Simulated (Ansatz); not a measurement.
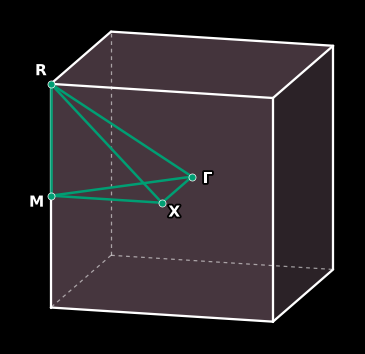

The figure shows the first Brillouin zone with its special points and a band path. Crystal: SiF, the geometry relaxed with DFT PBE, scalar-relativistic, plane waves, PAW in Ansatz 0.2.0; the starting structure was generated, so it need not be a known form of this composition. All values are computed from the atomic coordinates in the standard setting (tolerance 0.002 Å).

Labels and path follow the convention of Hinuma et al. (2017), as computed by seekpath.

**Name the Bravais lattice of the crystal.**

A simple cubic lattice (cP; extended symbol cP2). The zone is a cube: 6 faces (6 with 4 edges), 12 edges, 8 vertices.

**In which order does the conventional band path visit the special points?**

Γ–X–M–Γ–R–X | R–M
